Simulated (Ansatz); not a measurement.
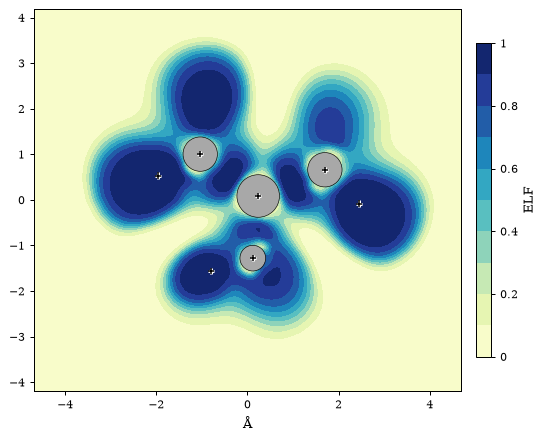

The electron localisation function on a plane through atoms (crosses mark nuclei in the plane; grey discs cover the cores).

Method: RKS PBE0-D4/def2-TZVPP (Ansatz).

Candidates:
A. C4H5F3 (SMILES CC(F)=CC(F)F)
B. CH3AgF3P (SMILES [CH3][Ag-][P+](F)(F)F)
C. C3H11BO2

Q: Which system is this?

A: Candidate C: C3H11BO2 on the plane of atoms B3, O6 and H17, which holds B, C, O and H. B–O (1.37 Å): the ELF peaks at about 0.90 between the atoms, as expected for a polar covalent bond. C–B (1.57 Å): the ELF peaks at about 1 between the atoms; a shared electron pair.
